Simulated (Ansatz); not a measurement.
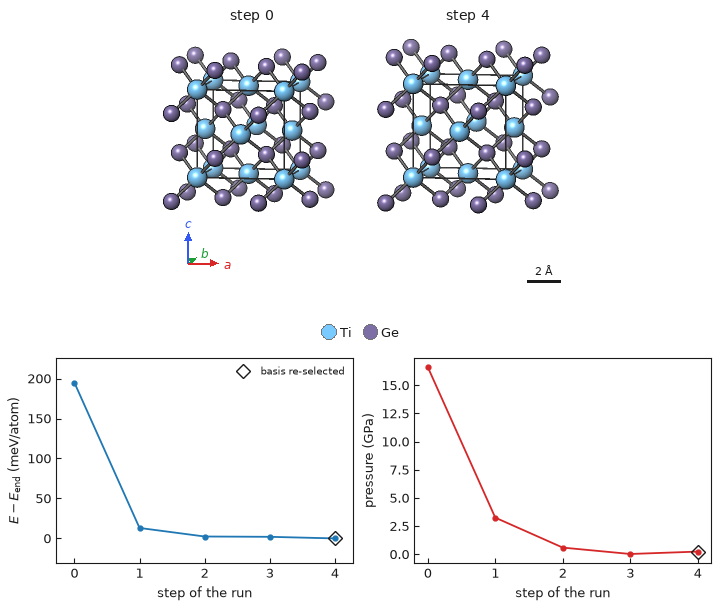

First and last geometry of a relaxation of crystalline TiGe (built on the zinc blende type) (coarse preliminary run), with the history of the run. The picture is a ball-and-stick view of the conventional cell (4 times the calculation's cell), seen slightly off an axis. Lengths and directions refer to the drawn axes.

Theory: DFT PBE, scalar-relativistic, plane waves, PAW (Ansatz 0.2.0).

The input:
```yaml
crystal:
  lattice:
    - [0.0, 2.7404487041, 2.7404487041]
    - [2.7404487041, 0.0, 2.7404487041]
    - [2.7404487041, 2.7404487041, 0.0]
  atoms:
    - { symbol: Ti, position: [0.0, 0.0, 0.0] }
    - { symbol: Ge, position: [0.25, 0.25, 0.25] }
basis:
  ecutwfc: 420
kpoints:
  mp_grid: { grid: [6, 6, 6] }
hamiltonian:
  xc: pbe
scf:
  occupations: { method: gaussian, width: 0.1 }
output:
  forces: true
  stress: true
  eigenvalues: true
relax:
  adjacent_minimum: "off"
  f_tol: 0.05
  max_steps: 80
  cell: { stress_tol: 0.5 }
```

Launched with:
```bash
ansatz run input.yaml --threads 1 --pin off --max-ram 2560MiB --backend cpu --events-out ev --progress --plain --runs-dir out
```

Question: Did the run converge, and what did it change?

Answer: It converged. The energy falls by 195 meV per atom in 3 accepted moves (4 points after the start). All forces vanish by symmetry, so only the cell relaxes. Pressure: 16.62 GPa at the start and 0.24 GPa at the end. The SCF was repeated once at an unchanged geometry on a basis and grid sized afresh for the cell, which shifted the energy by 2.0 meV per atom at most. The atoms keep their places relative to the cell (all moves are under 0.005 Å). The volume changes by +20.8 %, with a = b = c 5.481 → 5.837 Å (+6.5 %). Among the contacts that change: Ti1–Ge2 2.373 → 2.527 Å. The space group stays F-43m (No. 216). The run took 18 s on 1 thread of AMD EPYC (Zen 3) (shared host), peak memory 0.35 GiB.
